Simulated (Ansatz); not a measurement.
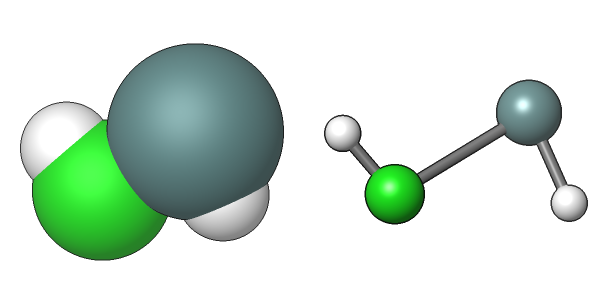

Two views of one molecule. Colours: chlorine green, germanium teal, hydrogen white.

State: neutral, doublet. The computed structure is the end point of a PBE0-D4/def2-TZVP optimisation. No frequency run is at hand to confirm it as a minimum.

What does the picture show?

Formula ClGeH₂. It is an open-shell species. All atoms lie on one plane. Coordination: 1 Cl bent; 1 Ge bent.

More results for the same structure follow; atom numbers are the same in all pictures, views and colours differ.

### Electronic properties

No frequency run is at hand to confirm it as a minimum. Level of theory: UKS PBE0-D4/def2-TZVPP (Ansatz 0.2.0).

What is the HOMO energy (Kohn–Sham orbital)?

−4.73 eV.

What is the ⟨S²⟩ of the determinant?

0.755.

### Dipole moment

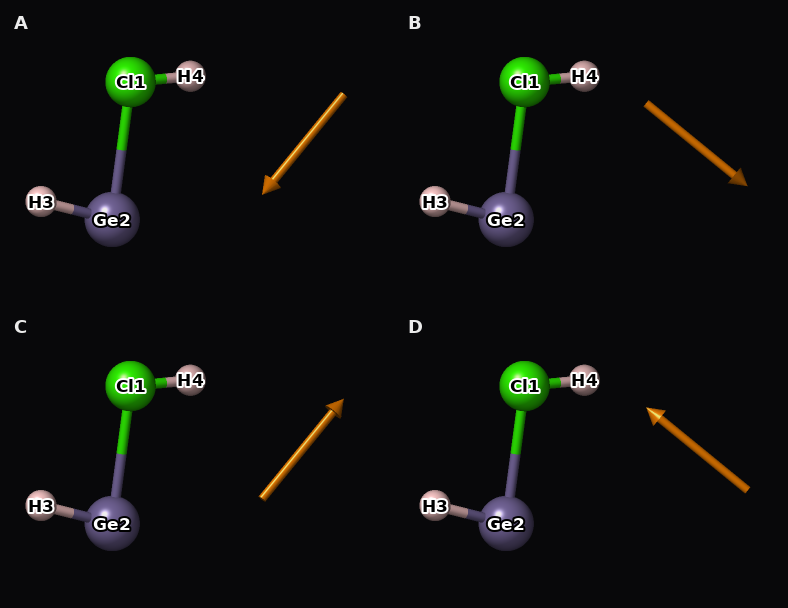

The same molecule four times, each with an arrow. No frequency run is at hand to confirm it as a minimum. Properties computed with UKS PBE0-D4/def2-TZVP (Ansatz 0.2.0).

Which arrow points along the dipole moment, from the negative to the positive end?

C. The dipole moment is 2.46 D; it points from the side of H3 to the side of H4 (the outermost atoms at the two ends).

### Charges

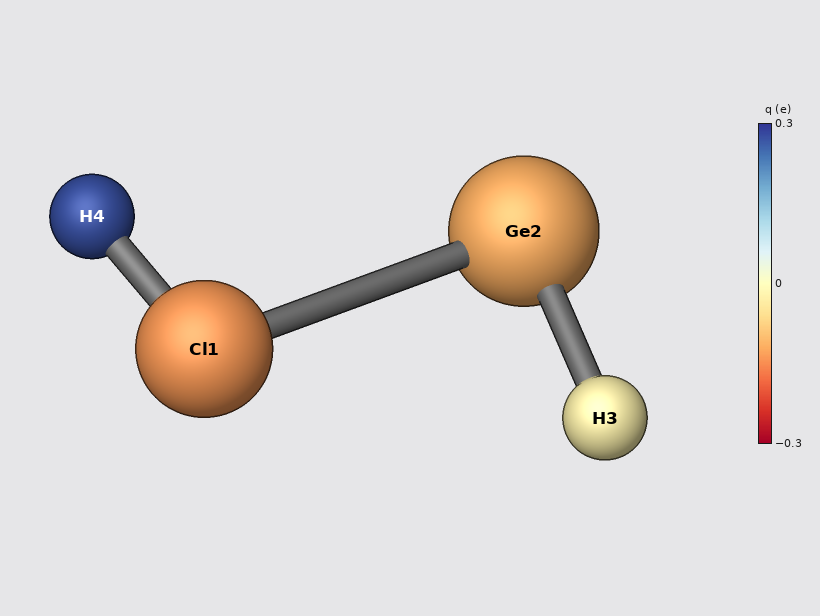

Atoms are coloured by their Mulliken charges. No frequency run is at hand to confirm it as a minimum. Level of theory: UKS PBE0-D4/def2-TZVP (Ansatz 0.2.0).

Give the Mulliken charges atom by atom.

```json
{"atom": "Cl1", "value (e)": "−0.14"}
{"atom": "Ge2", "value (e)": "−0.12"}
{"atom": "H3", "value (e)": "−0.02"}
{"atom": "H4", "value (e)": "0.27"}
```

Mulliken values depend strongly on the basis set and can even reverse the polarity of a bond.
